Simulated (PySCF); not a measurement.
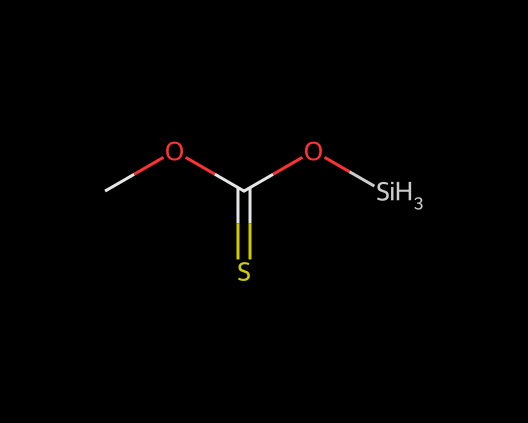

The computed structure is the end point of a GFN2-xTB optimisation. No frequency run is at hand to confirm it as a minimum. Method: B3LYP/def2-SVPD, gas phase (PySCF 2.14.0). Excitations: vertical, linear response.

> Estimate the dipole moment.

0.93 D.

> Estimate the HOMO energy (Kohn–Sham orbital).

−6.64 eV.

> Estimate the LUMO energy (Kohn–Sham orbital).

−1.13 eV.

> What is the mean static polarisability?

80.4 bohr³.

The geometry is semi-empirical. Around Si such bond lengths and angles can be off by a tenth of an ångström or more and by several degrees, and values that hang on the shape move with them.
